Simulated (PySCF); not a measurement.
# H2 (hydrogen) at FCI/aug-cc-pVTZ

What is the vertical electron affinity of H2 (hydrogen) at FCI/aug-cc-pVTZ? 

The results are computed with PySCF 2.14.0.

3 further runs of the same task are left out: 3 set aside as unsound or not needed.

## (1) The system as given

H2: 2 atoms, total charge 0, spin state singlet. SMILES: `[H][H]`. Geometry: relaxed at PBE0-D4/def2-TZVP.

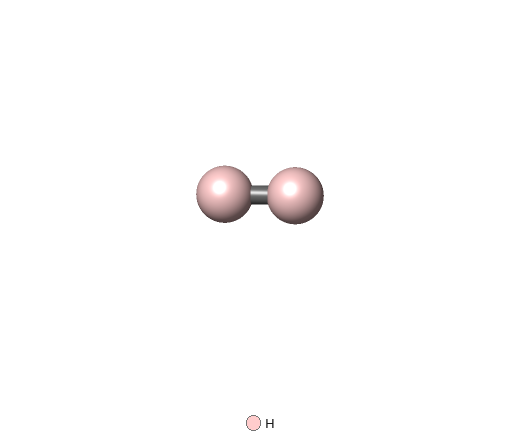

Viewed from a chosen angle; hydrogen pink.

## (2) A single-point energy at FCI/aug-cc-pVTZ

mol.xyz reads:

```xyz
2

H      0.319300    -0.099200     0.165500
H     -0.319300     0.099200    -0.165500
```

calc.py reads:

```python
# [H][H]
from pyscf import gto, scf, mcscf
from pyscf import fci

mol = gto.M(
    atom='mol.xyz',
    verbose=4,
    basis='aug-cc-pvtz',
    charge=0,
    max_memory=1860,
)

hf = scf.RHF(mol)
hf.conv_tol = 1e-10
hf.kernel()
if not hf.converged:
    hf = hf.newton().run(hf.mo_coeff, hf.mo_occ)

cas = mcscf.CASCI(hf, hf.mo_coeff.shape[-1] - 0, (mol.nelec[0] - 0, mol.nelec[1] - 0))  # full CI above the frozen core
cas.fcisolver = fci.direct_spin0.FCI(mol)  # even spin states alone
cas.kernel()
print('<S^2> = %.4f' % cas.fcisolver.spin_square(cas.ci, cas.ncas, cas.nelecas)[0])
e_tot = cas.e_tot
print('E = %.10f Eh' % e_tot)
```

Launch:

```
OMP_NUM_THREADS=1 python calc.py
```

What it wrote:

```text
PySCF version 2.14.0

[INPUT] num. atoms = 2
[INPUT] num. electrons = 2
[INPUT] charge = 0
[INPUT] spin (= nelec alpha-beta = 2S) = 0
[INPUT] symmetry False subgroup None
[INPUT] Mole.unit = angstrom
[INPUT] Symbol           X                Y                Z      unit          X                Y                Z       unit  Magmom
[INPUT]  1 H      0.319300000000  -0.099200000000   0.165500000000 AA    0.603389551574  -0.187460831557   0.312749673616 Bohr   0.0
[INPUT]  2 H     -0.319300000000   0.099200000000  -0.165500000000 AA   -0.603389551574   0.187460831557  -0.312749673616 Bohr   0.0

nuclear repulsion = 0.709214241353574
number of shells = 18
number of NR pGTOs = 50
number of NR cGTOs = 46
basis = aug-cc-pvtz
ecp = {}

******** <class 'pyscf.scf.hf.RHF'> ********
method = RHF
initial guess = minao
damping factor = 0
level_shift factor = 0
DIIS = <class 'pyscf.scf.diis.CDIIS'>
diis_start_cycle = 1
diis_space = 8
diis_damp = 0
SCF conv_tol = 1e-10
SCF conv_tol_grad = None
SCF max_cycles = 50
direct_scf = True
direct_scf_tol = 1e-13
Set gradient conv threshold to 1e-05
Initial guess from minao.
init E= -0.812265371006721
  HOMO = -0.551871926513575  LUMO = 0.0488140590463542  gap/eV = 16.34550
cycle= 1 E= -1.13197450719997  delta_E= -0.32  |g|= 0.0447  |ddm|= 0.659
  HOMO = -0.600303888330115  LUMO = 0.0520989967499387  gap/eV = 17.75279
cycle= 2 E= -1.13292325107437  delta_E= -0.000949  |g|= 0.00731  |ddm|= 0.0264
  HOMO = -0.593172541002628  LUMO = 0.0524585614786369  gap/eV = 17.56852
cycle= 3 E= -1.13295956787721  delta_E= -3.63e-05  |g|= 0.000948  |ddm|= 0.0074
  HOMO = -0.592775588981758  LUMO = 0.0524924245576622  gap/eV = 17.55864
cycle= 4 E= -1.1329601353398  delta_E= -5.67e-07  |g|= 4.44e-05  |ddm|= 0.00126
  HOMO = -0.59277510306471  LUMO = 0.0524940544242444  gap/eV = 17.55867
cycle= 5 E= -1.13296013659861  delta_E= -1.26e-09  |g|= 2.17e-06  |ddm|= 6.85e-05
  HOMO = -0.592774603472095  LUMO = 0.052494037728631  gap/eV = 17.55865
cycle= 6 E= -1.13296013660174  delta_E= -3.13e-12  |g|= 1.86e-07  |ddm|= 7.59e-06
  HOMO = -0.592774723496271  LUMO = 0.0524940411051512  gap/eV = 17.55866
Extra cycle  E= -1.13296013660177  delta_E= -2.8e-14  |g|= 4.52e-08  |ddm|= 2.67e-07
converged SCF energy = -1.13296013660177

******** <class 'pyscf.mcscf.casci.CASCI'> ********
CAS (1e+1e, 46o), ncore = 0, nvir = 0
natorb = False
canonicalization = True
sorting_mo_energy = False
******** <class 'pyscf.fci.direct_spin0.FCISolver'> ********
max. cycles = 100
conv_tol = 1e-10
davidson only = False
linear dependence = 1e-14
level shift = 0.001
max iter space = 12
nroots = 1
pspace_size = 400
spin = None
Density matrix diagonal elements [1.96371453e+00 7.18115110e-04 6.13284725e-04 6.17566262e-03
 1.28641046e-03 1.28641046e-03 5.72803359e-04 8.11283318e-06
 8.11283318e-06 2.86473798e-03 5.26279154e-03 4.79599694e-03
 4.43869928e-05 4.43869928e-05 4.24096948e-05 4.24096948e-05
 8.99084097e-05 2.72799908e-03 2.72799908e-03 2.23146147e-03
 2.79869424e-06 2.79869424e-06 2.55288778e-05 2.55288778e-05
 1.64759259e-03 7.11062178e-05 7.11062178e-05 1.61331417e-04
 1.07688825e-03 3.30981669e-04 4.48745013e-05 4.48745013e-05
 3.89469778e-04 3.89469778e-04 2.59024969e-04 8.78211898e-06
 8.78211898e-06 1.42656438e-05 1.42656438e-05 2.01779809e-05
 2.01779809e-05 9.87734525e-06 1.88455394e-05 1.88455394e-05
 1.98898481e-05 4.47846235e-05]
CASCI converged
CASCI E = -1.17262901933805  E(CI) = -1.88184326069162  S^2 = 0.0000000
<S^2> = 0.0000
E = -1.1726290193 Eh
```

It took 3.9 s on 1 thread of Arm Neoverse V1, shared host; peak memory 0.2 GiB.

## (3) The doublet anion

calc.py reads:

```python
from pyscf import gto, mcscf

mol = gto.Mole()
mol.atom = [
    ('H', (0.319300, -0.099200, 0.165500)),
    ('H', (-0.319300, 0.099200, -0.165500)),
]
mol.basis = 'aug-cc-pvtz'
mol.charge = -1
mol.verbose = 3
mol.max_memory = 1860
mol.spin = 1
mol.build()

calc0 = mol.ROHF()
calc0.conv_tol = 1e-10
calc0.kernel()
if not calc0.converged:
    calc0 = calc0.newton().run(calc0.mo_coeff, calc0.mo_occ)

cas = mcscf.CASCI(calc0, calc0.mo_coeff.shape[-1] - 0, (mol.nelec[0] - 0, mol.nelec[1] - 0))  # full CI above the frozen core
cas.fix_spin_(ss=0.75)
cas.kernel()
e_tot = cas.e_tot
print('E(%s) = %.9f' % ('FCI', e_tot))
```

Launch:

```
OMP_NUM_THREADS=1 python calc.py
```

What it wrote:

```text
converged SCF energy = -1.08054471962117
CASCI E = -1.12281391281338  E(CI) = -1.83202815416696  S^2 = 0.7500000
E(FCI) = -1.122813913
```

Run time: 2.1 min. Hardware: 1 thread of Arm Neoverse V1, shared host; peak memory 0.2 GiB.

## (4) Results

Level: FCI/aug-cc-pVTZ.

| quantity | value |
| --- | --- |
| singlet H2: total energy | -1.17263 Eh |
| singlet H2: dipole moment (Hartree–Fock density) | 0.00 D |
| singlet H2: HOMO energy (Hartree–Fock orbitals) | -16.13 eV |
| singlet H2: LUMO energy (Hartree–Fock orbitals) | 1.43 eV |
| singlet H2: HOMO–LUMO gap (Hartree–Fock orbitals) | 17.56 eV |
| singlet H2: correlation energy | -39.7 mEh |
| doublet anion: total energy | -1.12281 Eh |
| doublet anion: correlation energy | -42.3 mEh |
| vertical electron affinity (to the doublet anion) | -1.356 eV |

In words: The anion lies 1.36 eV (31 kcal/mol) above the neutral: the electron isn't bound at this level, and such a value depends on the basis. The HOMO (doublet anion) lies at positive energy, 3.29 eV: the electron is unbound at this level or held by a compact basis; values depend on the basis.
